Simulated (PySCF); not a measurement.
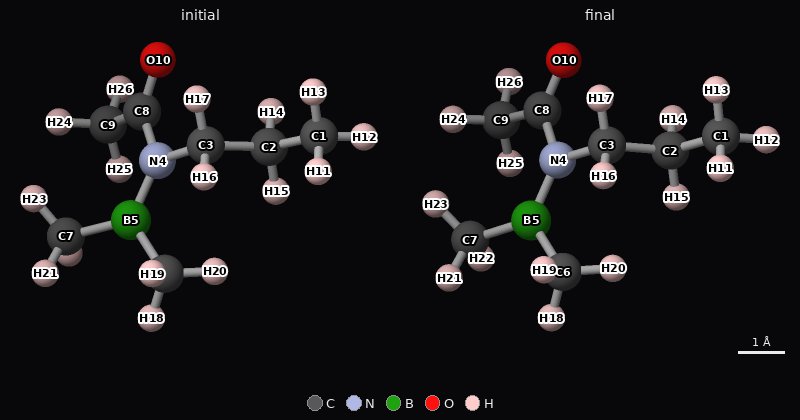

The structure of C7H16BNO before (left) and after (right) a relaxation, at one scale.

A ball-and-stick model, seen at a tilt.

The start comes from GFN2-xTB.

All numbers below come from PBE0-D3(BJ)/def2-SVP geometry optimisation, gas phase (PySCF 2.14.0, density-fitted response routines). 

**Describe what moved and what it gained.**

The largest moves after the best rigid fit, 0.31 Å, are those of H22 and H26. By element the largest moves are H 0.31 Å, C 0.19 Å, O 0.14 Å, N 0.01 Å, B 0.01 Å. Some distances before and after: N4–B5 1.425 → 1.442 Å, N4–C8 1.389 → 1.405 Å, C6–H19 1.091 → 1.107 Å, C1–H11 1.088 → 1.102 Å. Bond angles that change, for instance: B5–C7–H23 114.2° → 116.5°, B5–C7–H22 112.1° → 109.9°. Over 8 geometry steps the energy falls by 9.08 kJ/mol. The largest force component goes from 0.72 to 0.013 eV/Å. The run took roughly 7 core-minutes on a shared host.
